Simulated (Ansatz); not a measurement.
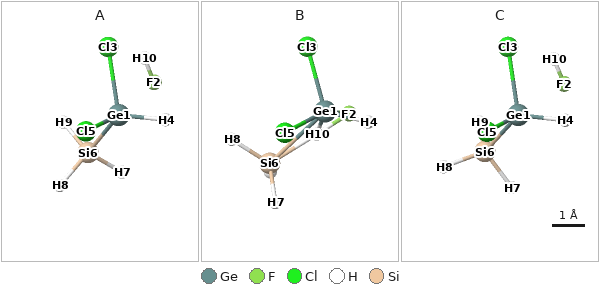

3 geometries from a converged minimum-energy path of GeSiH₅Cl₂F, made up at the start of GeHCl$_{2}$F and SiH4, shuffled. Style: ball-and-stick. Shown from a free direction.

Theory: RHF/def2-SVP (Ansatz). Settings: 7 movable images; climbing image; force threshold 0.03 eV/Å; iteration limit 60; starting path through a guess of the saddle point.

**One of them is the converged climbing image. Which?**

B. In order along the path, whose images run from 0 to 8: B (image 3, +3.54 eV), C (image 7, +0.50 eV), A (image 8, +0.49 eV). Breaking: Ge1–F2 (1.71 → 2.02 at the top → 3.19 Å), Si6–H10 (1.48 → 1.78 at the top → 3.54 Å). Forming: F2–H10 (3.51 → 1.23 at the top → 0.91 Å), Ge1–Si6 (4.90 → 2.77 at the top → 2.41 Å).

Limits of the set-up: the start holds two separate molecules, 3.5 Å apart at their closest, whose relative position is a soft coordinate and is computed without a dispersion correction; Hartree-Fock leaves out electron correlation.
